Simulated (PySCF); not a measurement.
C2H8AlO2, charge −1, SMILES `[OH-].C[Al](C)O`.

PySCF calculation, PBE/def2-SVPD, gas phase; geometry: GFN2-xTB. The pair's geometry is semi-empirical, so its contact may be too short or too long.

The calculation's input:

```python
import numpy as np
from pyscf import gto, scf, dft
from pyscf.scf import atom_ks, atom_hf
from scipy.linalg import block_diag

def solve(mol, dm0=None, hcore=None):
    mf = (dft.UKS if mol.spin else dft.RKS)(mol, xc='pbe')
    mf.grids.level = 3
    mf = mf.density_fit(auxbasis='def2-universal-jkfit')
    mf.conv_tol, mf.max_cycle = 1e-8, 80
    if hcore is not None:
        mf.get_hcore = lambda *args: hcore
    mf.kernel(dm0)
    if not mf.converged:
        mf = mf.newton().run(mf.mo_coeff, mf.mo_occ, max_cycle=30)
    assert mf.converged, 'SCF not converged'
    return mf

mol = gto.M(atom='''
O     -0.00367    -1.07043    -1.41559
H     -0.00116    -1.23680    -2.34547
C      1.66455     1.11386     0.01346
Al     0.00010    -0.12139    -0.00232
C     -1.66876     1.10804     0.02298
O      0.00715    -1.07378     1.39383
H      1.71146     1.74975     0.90395
H      1.70107     1.80173    -0.83896
H      2.61699     0.56939    -0.00855
H     -1.73925     1.71451     0.93234
H     -2.61839     0.56175    -0.03970
H     -1.68785     1.82315    -0.80734
H      0.01325    -1.58310     2.18930
''', basis='def2-svpd', charge=-1, spin=0, verbose=4)
mf = solve(mol)
mf.analyze()
# spherically averaged free atoms, for the promolecule
atm = atom_ks.get_atm_nrks(mol, xc='pbe')
pro = block_diag(*[(atm[a[0]][2] * atm[a[0]][3]) @ atm[a[0]][2].T for a in mol._atom])
np.savez('result.npz', e=mf.e_tot, c=mf.mo_coeff, occ=mf.mo_occ, eps=mf.mo_energy, pro=pro, dip=mf.dip_moment(verbose=0), s2=mf.spin_square()[0])
```

Launched as:

```sh
OMP_NUM_THREADS=1 python input.py
```

The run took 37 s on 1 thread of Arm Neoverse V1, with other jobs on the host, peak memory 0.61 GiB.

Partitions, critical points and surface values were worked out afterwards from this run's density.

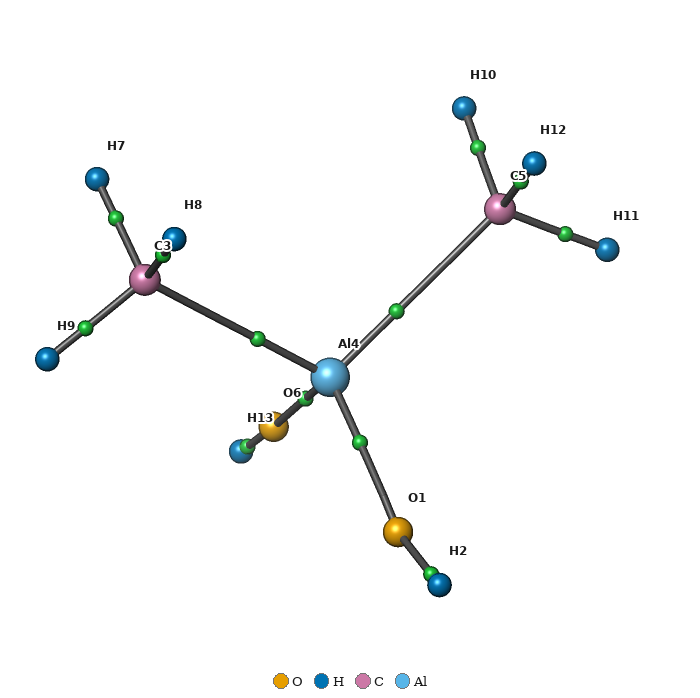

Molecular graph of the electron density (QTAIM): bond paths, bond critical points (green), ring points (magenta, if any); weak paths are dashed.

**How many critical points of each kind are there, and does the count close?**

13 nuclei, 12 bond, 0 ring and 0 cage critical points: 13 − 12 + 0 − 0 = 1, as the Poincaré–Hopf relation requires.

**Tabulate density, Laplacian, ellipticity and energy density at the bond critical points (atomic units).**

| bond | length (Å) | ρ (a.u.) | ∇²ρ (a.u.) | ε | H (a.u.) |
| --- | --- | --- | --- | --- | --- |
| O1–H2 | 0.945 | 0.370 | −2.22 | 0.00 | −0.639 |
| O6–H13 | 0.945 | 0.370 | −2.23 | 0.00 | −0.641 |
| C3–H7 | 1.095 | 0.260 | −0.85 | 0.05 | −0.268 |
| C5–H10 | 1.095 | 0.260 | −0.85 | 0.05 | −0.268 |
| C3–H8 | 1.096 | 0.259 | −0.84 | 0.05 | −0.267 |
| C5–H12 | 1.096 | 0.259 | −0.84 | 0.05 | −0.267 |
| C3–H9 (2 alike) | 1.097 | 0.259 | −0.84 | 0.05 | −0.266 |
| Al4–O6 | 1.690 | 0.090 | +0.88 | 0.02 | +0.013 |
| O1–Al4 | 1.702 | 0.090 | +0.85 | 0.03 | +0.012 |
| C3–Al4 (2 alike) | 2.073 | 0.066 | +0.25 | 0.03 | −0.015 |

**What kind of interaction is Al4–O6?**

Closed-shell in type, a strong and largely ionic bond: ρ = 0.090, ∇²ρ = +0.88, H = +0.013 a.u.
